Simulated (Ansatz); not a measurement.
# BPd3C (built on the sites of a database entry of AlPt3C): a soft mode frozen in, part 3 of 3

Which phase does BPd3C (built on the sites of a database entry of AlPt3C) fall into along its unstable mode, and how much energy does it gain?

Ansatz 0.2.0; DFT PBEsol, scalar-relativistic, plane waves, PAW.

So far. Step 5 (Energy along the mode, all amplitudes (two of the runs …): The lowest of the steps tried is the last one, at 0.6 Å, 120 meV/atom below the parent; the bottom of the well need not coincide with a step. Step 7 (The new phase in its own primitive cell): The largest force component left is 0.20 meV/Å and the pressure is 0.000 GPa, within the tolerances set. The cell now holds 13.98 Å³/atom. The relaxed cell has a = 5.861, c = 7.049 Å (conventional setting).

The structure was built from a prototype and need not be the compound's stable phase.

## (8) Modes of the new phase, k-mesh 9×9×9

A relaxed structure may still be a saddle point, so its zone-centre modes are computed. No field response is asked, since the mesh shows no gap.

input.yaml

```yaml
crystal:
  lattice:
    - [2.9302715832, 1.6917930873, 2.3496659246]
    - [-2.9302715832, 1.6917930873, 2.3496659246]
    - [0.0, -3.3835861747, 2.3496659246]
  atoms:
    - { symbol: B, position: [0.1400372769, 0.1400372769, 0.1400372769] }
    - { symbol: Pd, position: [0.4727548185, 0.4727548185, 0.9948810917] }
    - { symbol: Pd, position: [0.9948810917, 0.4727548185, 0.4727548185] }
    - { symbol: Pd, position: [0.4727548185, 0.9948810917, 0.4727548185] }
    - { symbol: C, position: [0.5123114839, 0.5123114839, 0.5123114839] }
kpoints:
  mp_grid: { grid: [9, 9, 9] }
hamiltonian:
  xc: pbesol
scf:
  occupations: { method: methfessel_paxton, width: 0.15 }
output:
  eigenvalues: true
phonons:
  method: dfpt
```

Run with:

```sh
$ ansatz run input.yaml --threads 8 --pin off --max-ram 14336MiB --backend cpu --events-out ev --progress --plain --runs-dir out
```

Numbers of over 12 decimals in the logs are rounded to 6 here.

The program printed:

```text
zone centre: on kpoints.mp_grid the ground state, and the responses unless they are solved on pairs of k-points, stand on 205 of the mesh's 729 k-points, reduced under 2 symmetry operations, with k and −k counted as one. Each operation leaves every solved displacement unchanged or reverses it
[...]
Crystal: 5 atoms, lattice volume = 69.890 Å³
Basis set: ecut = 420 eV, 1357 PW (Γ), exchange–correlation on 60×60×60 points (8 copies of the dense FFT grid, shifted against one another)
Bands: 37, of which v1, the nominal top of the filled ones, is band 31 counted from 1 (30 counted from 0)
Symmetry: 6 space group operations
k-points: 205 of 729 (irreducible under 2 space group operations, time reversal used)
[...]
SCF iter   1: F=—  HF=-21115.933834 eV  |F-HF|=—  |Δ(HF+E_count)|=         —  Δρ=1.15e-2  dr2=1.36e-1  ethr=1.77e-3  ⟨swp⟩=5.3  Hψ=28739  notcnv=0
[...]
SCF iter  10: F=-21115.897219 eV  HF=-21115.897219 eV  |F-HF|=3.64e-12  |Δ(HF+E_count)|=  4.73e-11  S|Δr|=    0.00e0  Δρ=6.47e-8  dr2=2.51e-12  ethr=1.00e-12  ⟨swp⟩=9.7  Hψ=34646  notcnv=0
SCF 1 converged in 10 iterations: F = -21115.897219 eV  dr2 = 2.51e-12
[...]
DFPT response loops at Γ: preconditioner auto → Kerker (q_TF=auto, 2.667 Å⁻¹) (partly filled bands, converged f_vac=0.022); β = 1.00, the filter's whole step (`scf.mixing.beta` (0.50) is not read by the response loops under this deck's `scf.mixing.preconditioner`; to damp them name `kerker` or `kerker_dos`, under which they read `scf.mixing.beta`, and type it under 1.00, their step now; both keys bind the ground state too); Broyden in place of MSR1
SCF converged after 10 iterations
[...]
Free energy (F): -21115.897219 eV
[...]
Internal energy: -21115.898788 eV  (E = F + TS)
E sigma→0 (E₀):  -21115.897612 eV
Entropy (-TS):   0.001568 eV (0.314 meV/atom)
Fermi energy:    14.548619 eV
[...]
--- Band table (eV; the first three rows and the last of 205) ---
  k-point 0: bands = [... 27 lower, 12.9133, 13.0166, 13.0166, 13.1549, 15.3382, 16.9063, 16.9063, 18.0551, ... 2 higher]
  k-point 1: bands = [... 27 lower, 12.8618, 12.9855, 13.1433, 13.4509, 15.3448, 16.9047, 16.9663, 17.9941, ... 2 higher]
  k-point 2: bands = [... 27 lower, 12.6969, 12.9438, 13.4201, 13.9484, 15.3677, 16.8976, 17.1126, 17.9642, ... 2 higher]
  k-point 204: bands = [... 27 lower, 12.8084, 12.8885, 13.4762, 13.7443, 15.2900, 15.8881, 15.9464, 16.3930, ... 2 higher]
--- Phonons (Γ-DFPT): 7 representative perturbations + reference, on 205 of 729 k-points (Σ response iterations 24) ---
  k mesh reduced under 2 symmetry operations, with k and −k counted as one. Each operation leaves every solved displacement unchanged or reverses it
  ASR residual: 2.383e-5 → 0.000e0 eV/Å²; symmetrization residual: 3.707e-6 eV/Å²
  ASR residual per site (eV/Å²): 1.55e-5 2.38e-5 2.32e-5 2.32e-5 4.69e-6
[...]
non-analytic LO–TO correction: not included (Born effective charges unavailable; polar crystals: no LO–TO splitting at Γ)
```

It took 55 s on 8 threads of Arm Neoverse V2, shared host; peak memory 1.7 GiB.

This step gave:

- sum-rule residual before enforcement: 2.38e-5 eV/Å²
- point group: 3m
- highest optical mode at the zone centre (no LO-TO term): 514.8 cm⁻¹
- lowest optical zone-centre mode: -67.19 cm⁻¹

Patterns of degenerate modes are one choice out of their space. The modes at Γ (shares of kinetic energy by element, %) (negative means imaginary):

| mode | frequency (cm⁻¹) | symmetry | B % | Pd % | C % |
| --- | --- | --- | --- | --- | --- |
| 1 | -67.2 | E | 13 | 86 | 1 |
| 2 | -67.2 | E | 13 | 86 | 1 |
| 3 | 0.0 | acoustic | 3 | 93 | 4 |
| 4 | 0.0 | acoustic | 3 | 93 | 4 |
| 5 | 0.0 | acoustic | 3 | 93 | 4 |
| 6 | 51.0 | A2 | 0 | 100 | 0 |
| 7 | 137.5 | E | 0 | 93 | 7 |
| 8 | 137.5 | E | 0 | 93 | 7 |
| 9 | 158.2 | A1 | 8 | 84 | 8 |
| 10 | 379.6 | E | 82 | 17 | 0 |
| 11 | 379.6 | E | 82 | 17 | 0 |
| 12 | 473.0 | A1 | 57 | 16 | 27 |
| 13 | 485.5 | A1 | 31 | 7 | 62 |
| 14 | 514.8 | E | 2 | 10 | 88 |
| 15 | 514.8 | E | 2 | 10 | 88 |

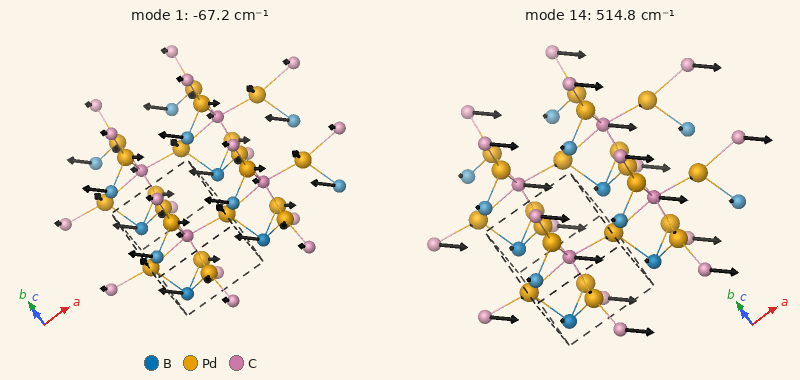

Displacement patterns of modes 1 and 14 at Γ; arrows are exaggerated. 2×2×1 cells are drawn. Some periodic images of atoms are drawn too.

Before it was imposed, the acoustic sum rule was missed by 2.4e-5 eV/Å². Small misses are needed for a sound result but don't prove that mesh and cutoff are converged. The lowest optical mode is imaginary, 67.2i cm⁻¹, so the energy falls along it.

## (9) Summary of results

```yaml
unstable_mode_of_the_parent: q = (0, 0, 0), 295i cm⁻¹
depth_at_the_lowest_point_sampled: 120 meV/atom
largest_atomic_shift_at_that_point: 0.6 Å
space_group_reached_within_0p01_a: R3m
energy_gained_over_the_parent_first_relaxation_on_the_mesh_of_the_frozen_mode: 230 meV/atom
volume_per_atom_phase_reached: 14.0 Å³
lowest_optical_zone_centre_mode_phase_reached: -67.2 cm⁻¹
highest_optical_mode_at_the_zone_centre_no_lo_to_term_phase_reached: 515 cm⁻¹
```

Along this mode the structure falls into R3m, 230 meV/atom below the parent. At the parent's cell the well is 119.7 meV/atom deep on the steps tried, with its lowest point at a shift of 0.6 Å. That is the last step tried, so the steps alone don't bracket the bottom of the well. Relaxing atoms and cell changes the gain by +110.50 meV/atom against the lowest step (energies at zero smearing). The new phase still has an imaginary mode at the zone centre of its cell, so it is a saddle point on the way to a lower structure. Of the 6 patterns followed to their end from this parent, this one ends 263 meV/atom above the lowest, Amm2. Another end point lies within 1 meV/atom; how such a difference moves with mesh and cutoff was not tested. Each path keeps the symmetry of its pattern, so a lower phase may lie along a pattern not tried. The q mesh stands for a supercell only 8.0 Å across, so branches between the solved wavevectors are rough. With no gap, or one that is small against the smearing, the frequencies hang on the k mesh and the smearing, most of all near Kohn anomalies. The phonon runs are without spin polarisation, although the cell has an odd electron count. A phonon run warned that its eigensolver left some bands unconverged in a pass. The starting cell was built on a prototype and not taken from a measurement, so the phase need not exist.

[Logs are printed without paths, hosts, clocks, repeated set-up lines and the standing remarks that a program may print on its own settings, such as how far it seeks lower states.]

[Hosts, paths, dates, database ids (printed as entryN), source tags and the programs' standing remarks are cut or masked in the printed files.]
